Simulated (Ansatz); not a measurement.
# ZrB2: stress in a strained cell

ZrB2 is deformed so: equal xy, yz and zx engineering shear strains of +1 %. What stress and forces result, by LAPW, PAW and all-electron datasets made for the crystal?

Program: Ansatz 0.2.0. Level of theory: DFT LDA, scalar-relativistic. These are calculated values, not measurements.

**1. The system as given**

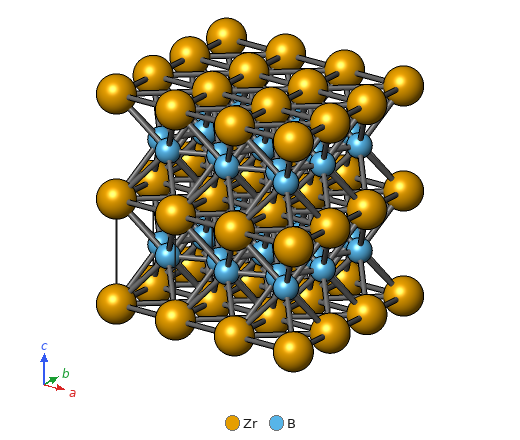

The starting structure, seen slightly off an axis (zirconium amber, boron blue). 3×3×2 cells are drawn. Atoms on the faces are drawn again on the opposite ones.

Coordinates:

```xyz
3
Lattice="3.1650 0.0000 0.0000 -1.5825 2.7410 0.0000 0.0000 0.0000 3.5200" Properties=species:S:1:pos:R:3 pbc="T T T"
Zr    0.0000    0.0000    0.0000
B     0.0000    1.8273    1.7600
B     1.5825    0.9137    1.7600
```

Atoms are numbered in the order of the input: Zr1, B2, B3.

**2. The deformed structure**

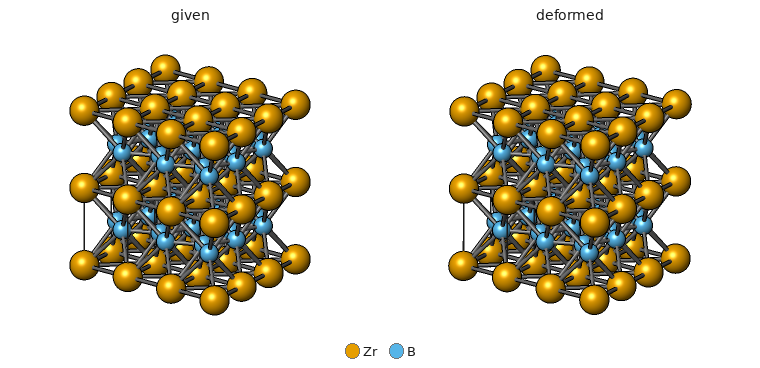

Given and deformed, at one scale.

Space group P6/mmm before, P-1 after.

**3. Full-potential LAPW**

input.yaml

```yaml
crystal:
  lattice:
    - [3.1649998255, 0.0158249991, 0.0158249991]
    - [-1.5687950615, 2.7330577523, 0.0057923517]
    - [0.0176, 0.0176, 3.52]
  atoms:
    - { symbol: Zr, position: [0.0, 0.0, 0.0] }
    - { symbol: B, position: [0.3333333333, 0.6666666667, 0.5] }
    - { symbol: B, position: [0.6666666667, 0.3333333333, 0.5] }
kpoints:
  mp_grid: { grid: [12, 12, 9] }
  band_path:
    path:
      - [0.0, 0.0, 0.0]
      - [0.0, -0.5, 0.0]
      - [0.0, 0.0, 0.5]
      - [0.0, 0.0, 0.0]
      - [-0.5, 0.0, 0.0]
      - [-0.5, 0.5, -0.5]
      - [0.0, 0.0, 0.0]
      - [-0.5, 0.0, -0.5]
      - [-0.5, 0.5, 0.0]
    npoints: 5
scf:
  occupations: { method: fermi_dirac, width: 0.05 }
hamiltonian:
  xc: lda
  pseudopotentials: { kind: all_electron, lapw: { basis_error: 0.001 } }
output:
  forces: true
  stress: true
  eigenvalues: true
```

Command:

```sh
> ansatz run input.yaml --threads 1 --pin off --max-ram 6144MiB --backend cpu --events-out ev --progress --plain --runs-dir out
```

The program printed, cut to the lines that bear on the results:

```text
LAPW: plane waves up to 8.689 Å⁻¹, error target 1.0e-3 eV per atom; small_component_spin mean_spin; B in spheres of 0.910 Å, 5 of its electrons in bands, Dirac shells []; Zr in spheres of 1.230 Å, 30 of its electrons in bands, Dirac shells []
[...]
Pseudopotentials: kind: all_electron
Pseudopotential: Zr, LAPW, valence charge 30, Koelling and Harmon's equation, gaussian nucleus
Pseudopotential: B, LAPW, valence charge 5, Koelling and Harmon's equation, gaussian nucleus
Functional definition: SPW92
[...]
Crystal: 3 atoms, lattice volume = 30.534 Å³
Basis set: ecut = 287.6234884431289 eV, 347 PW (Γ), exchange–correlation at level 2
Bands: 24, of which v1, the nominal top of the filled ones, is band 20 counted from 1 (19 counted from 0)
Symmetry: 2 space group operations
Space group: P-1 (ITA 2), of the structure as read, at distance tolerance 3.1e-5 Å
k-points: 650 of 1296
[...]
SCF iter   1: F=—  HF=-99165.494141 eV  |F-HF|=—  |Δ(HF+E_count)|=         —  Δρ=7.46e-2  dr2=3.38e0  ethr=8.44e-3  ⟨swp⟩=2.0  Hψ=102413  notcnv=0
[...]
the basis was enlarged: its passes take 35.0 KiB over the memory plan, 1 of 1 planned eigensolver slots
[...]
SCF iter   7: F=-99164.278529 eV  HF=-99164.278529 eV  |F-HF|=4.21e-8  |Δ(HF+E_count)|=   5.78e-6  Δρ=9.76e-6  dr2=2.94e-8  ethr=1.25e-8  ⟨swp⟩=3.0  Hψ=45856  notcnv=0
[...]
NSCF: frozen V_eff on 41 k-points
SCF converged after 7 iterations
Free energy (F): -99164.278529 eV
[...]
E sigma→0 (E₀):  -99164.277583 eV
Entropy (-TS):   -0.001892 eV (-0.631 meV/atom)
Fermi energy:    17.207257 eV
[...]
--- Forces (eV/Å), atoms counted from 1 ---
  atom   1  Zr     0.00000000     0.00000000     0.00000000
  atom   2  B      0.02107484     0.00120145    -0.00187993
  atom   3  B     -0.02107484    -0.00120145     0.00187993
[...]
--- Stress (GPa, compression-positive) ---
       -7.627260      -2.558678      -2.470631
       -2.558678      -7.635227      -2.470200
       -2.470631      -2.470200      -6.319888
  P = ⅓ Tr σ = -7.1941 GPa (-71.941 kbar)
--- Band table (eV; the first three rows and the last of 650) ---
  k-point 0: bands = ["-379.9076", "-293.5137", "-293.4958", "-293.4948", "-153.9454", "-153.9350", "-151.3235", "-151.3202", "-151.3195", "-151.3056", "-151.3053", "-31.3237", "-9.5710", "-9.0108", "-8.9913", "4.5344", "14.4301", "14.5166", "14.5603", "14.8592", "20.5002", "20.5464", [...]
[...]
```

Wall time 1.8 min (1 thread of Arm Neoverse V1, shared host); peak memory 1.3 GiB.

Result: pressure -7.19 GPa; no gap; largest force 0.021 eV/Å.

**4. PAW with frozen cores**

input.yaml

```yaml
crystal:
  lattice:
    - [3.1649998255, 0.0158249991, 0.0158249991]
    - [-1.5687950615, 2.7330577523, 0.0057923517]
    - [0.0176, 0.0176, 3.52]
  atoms:
    - { symbol: Zr, position: [0.0, 0.0, 0.0] }
    - { symbol: B, position: [0.3333333333, 0.6666666667, 0.5] }
    - { symbol: B, position: [0.6666666667, 0.3333333333, 0.5] }
kpoints:
  mp_grid: { grid: [12, 12, 9] }
scf:
  occupations: { method: fermi_dirac, width: 0.05 }
hamiltonian:
  xc: lda
  pseudopotentials: { kind: paw }
output:
  forces: true
  stress: true
  eigenvalues: true
  efg: { contact_densities: true }
```

Command:

```sh
> ansatz run input.yaml --threads 1 --pin off --max-ram 6144MiB --backend cpu --events-out ev --progress --plain --runs-dir out
```

The program printed, cut to the lines that bear on the results:

```text
Zr: output.efg is read without spin–orbit coupling, which moves field gradients at and beside such atoms by some per cent and up to a factor of two; PAW files take it under magnetization.noncollinear and magnetization.spin_orbit
[...]
Pseudopotentials: kind: paw
Pseudopotential: Zr, paw, valence charge 12, recommended cutoff 420 eV (normal)
Pseudopotential: B, paw, valence charge 3, recommended cutoff 420 eV (normal)
Functional definition: SPW92
[...]
Crystal: 3 atoms, lattice volume = 30.534 Å³
Basis set: ecut = 420 eV, 569 PW (Γ)
Bands: 13, of which v1, the nominal top of the filled ones, is band 9 counted from 1 (8 counted from 0)
Symmetry: 2 space group operations
Space group: P-1 (ITA 2), of the structure as read, at distance tolerance 3.1e-5 Å
k-points: 650 of 1296
[...]
--- Stress (GPa, compression-positive) ---
       -7.604766      -2.558092      -2.469192
       -2.558092      -7.612426      -2.468649
       -2.469192      -2.468649      -6.361419
  P = ⅓ Tr σ = -7.1929 GPa (-71.929 kbar)
--- PAW observables at the nuclei: V_zz in 10²¹ V/m², potentials from the cell's mean, atoms counted from 1 ---
  atom   1  Zr V_zz =    +5.045339   η = 0.1405   by run symmetry: allowed
            electrostatic potential = -5930.629030 V   contact ρ = 488369.600074 e/Å³
  atom   2  B  V_zz =    +0.088246   η = 0.6845   by run symmetry: allowed
            electrostatic potential = -332.947034 V   contact ρ = 475.391233 e/Å³
  atom   3  B  V_zz =    +0.088246   η = 0.6845   by run symmetry: allowed
            electrostatic potential = -332.947034 V   contact ρ = 475.391233 e/Å³
--- Band table (eV; the first three rows and the last of 650) ---
  k-point 0: bands = ["-32.8290", "-11.0752", "-10.5142", "-10.4947", "3.0351", "12.9335", "13.0192", "13.0627", "13.3618", "18.9995", "19.0457", "19.8006", "19.8936"]
[...]
```

Wall time 15 s (1 thread of Arm Neoverse V1, shared host); peak memory 0.54 GiB.

In short: pressure -7.19 GPa; no gap; largest force 0.021 eV/Å; Vzz Zr1 5.05 (η = 0.14), B2 0.09 (η = 0.68) (10²¹ V/m²).

**5. All-electron PAW on datasets made for the crystal**

input.yaml, as its differences from that of step 4:

```diff
@@ -15,3 +15,3 @@
   xc: lda
-  pseudopotentials: { kind: paw }
+  pseudopotentials: { kind: all_electron, datasets: crystal }
 output:
```

Command:

```sh
> ansatz run input.yaml --threads 1 --pin off --max-ram 6144MiB --backend cpu --events-out ev --progress --plain --runs-dir out
```

The program printed, cut to the lines that bear on the results:

```text
[...]
Zr: output.efg is read without spin–orbit coupling, which moves field gradients at and beside such atoms by some per cent and up to a factor of two; PAW files take it under magnetization.noncollinear and magnetization.spin_orbit
[...]
Pseudopotentials: kind: all_electron
Pseudopotential: Zr, paw, valence charge 12, recommended cutoff 320 eV (normal), Koelling and Harmon's equation, gaussian nucleus
Pseudopotential: B, paw, valence charge 3, recommended cutoff 320 eV (normal), Koelling and Harmon's equation, gaussian nucleus
Functional definition: SPW92
[...]
Crystal: 3 atoms, lattice volume = 30.534 Å³
Basis set: ecut = 320 eV, 391 PW (Γ)
Bands: 13, of which v1, the nominal top of the filled ones, is band 9 counted from 1 (8 counted from 0)
Symmetry: 2 space group operations
Space group: P-1 (ITA 2), of the structure as read, at distance tolerance 3.1e-5 Å
k-points: 650 of 1296
[...]
  atom   3  B     -0.02109290    -0.00120083     0.00187895
[...]
--- Stress (GPa, compression-positive) ---
       -7.629068      -2.558757      -2.470816
       -2.558757      -7.636913      -2.470355
       -2.470816      -2.470355      -6.319604
  P = ⅓ Tr σ = -7.1952 GPa (-71.952 kbar)
--- PAW observables at the nuclei: V_zz in 10²¹ V/m², potentials from the cell's mean, atoms counted from 1 ---
  atom   1  Zr V_zz =    +5.092696   η = 0.1406   by run symmetry: allowed
            electrostatic potential = -5926.483729 V   contact ρ = 488426.476573 e/Å³
  atom   2  B  V_zz =    +0.104136   η = 0.6847   by run symmetry: allowed
            electrostatic potential = -330.984910 V   contact ρ = 475.420810 e/Å³
  atom   3  B  V_zz =    +0.104136   η = 0.6847   by run symmetry: allowed
            electrostatic potential = -330.984910 V   contact ρ = 475.420810 e/Å³
--- Band table (eV; the first three rows and the last of 650) ---
  k-point 0: bands = ["-31.3233", "-9.5705", "-9.0107", "-8.9912", "4.5344", "14.4300", "14.5166", "14.5603", "14.8591", "20.5004", "20.5466"]
[...]
```

Run time: 64 s. Hardware: 1 thread of Arm Neoverse V1, shared host; peak memory 1.1 GiB.

In short: pressure -7.20 GPa; no gap; largest force 0.021 eV/Å; Vzz Zr1 5.09 (η = 0.14), B2 0.10 (η = 0.68) (10²¹ V/m²).

**6. Stress and forces compared**

Stress (GPa, compression positive):

| method | xx | yy | zz | yz | xz | xy |
| --- | --- | --- | --- | --- | --- | --- |
| LAPW | -7.63 | -7.64 | -6.32 | -2.47 | -2.47 | -2.56 |
| PAW | -7.60 | -7.61 | -6.36 | -2.47 | -2.47 | -2.56 |
| crystal datasets | -7.63 | -7.64 | -6.32 | -2.47 | -2.47 | -2.56 |

Forces (eV/Å):

| atom | LAPW x | LAPW y | LAPW z | PAW x | PAW y | PAW z | crystal datasets x | crystal datasets y | crystal datasets z |
| --- | --- | --- | --- | --- | --- | --- | --- | --- | --- |
| Zr1 | 0.000 | 0.000 | 0.000 | 0.000 | 0.000 | 0.000 | 0.000 | 0.000 | 0.000 |
| B2 | 0.021 | 0.001 | -0.002 | 0.021 | 0.001 | -0.002 | 0.021 | 0.001 | -0.002 |
| B3 | -0.021 | -0.001 | 0.002 | -0.021 | -0.001 | 0.002 | -0.021 | -0.001 | 0.002 |

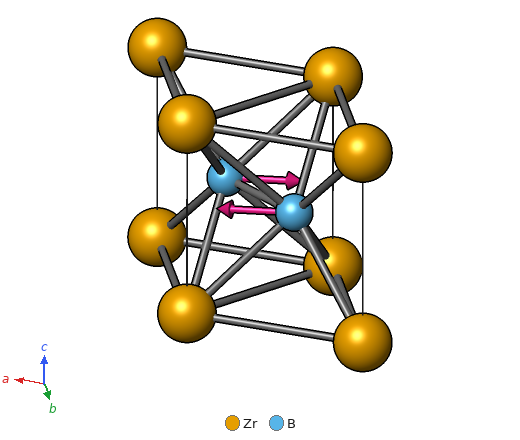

Forces of the LAPW run as arrows; the longest is 0.021 eV/Å.

| method | pressure (GPa) | largest force (eV/Å) | Vzz Zr1 (10²¹ V/m²) | Vzz B2 (10²¹ V/m²) | SCF cycles, all passes |
| --- | --- | --- | --- | --- | --- |
| LAPW | -7.19 | 0.021 | – | – | 7 |
| PAW | -7.19 | 0.021 | 5.05 | 0.09 | 6 |
| crystal datasets | -7.20 | 0.021 | 5.09 | 0.10 | 9 |

**7. Summary of results**

```
                                 quantity                                              value
                                 pressure  LAPW -7.19, PAW -7.19, crystal datasets -7.20 GPa
largest shear or deviatoric stress (LAPW)                                           2.56 GPa
```

**Reading.** The largest part of the stress beyond the pressure is 2.56 GPa in size, in the xy component; the atoms are carried along and not relaxed. No run of the undeformed cell stands beside it, so the pressure holds what the given cell had before the change. PAW: stress within 0.04 GPa of LAPW, forces within 1 meV/Å. Crystal datasets: stress within 0.01 GPa of LAPW, forces within 1 meV/Å.
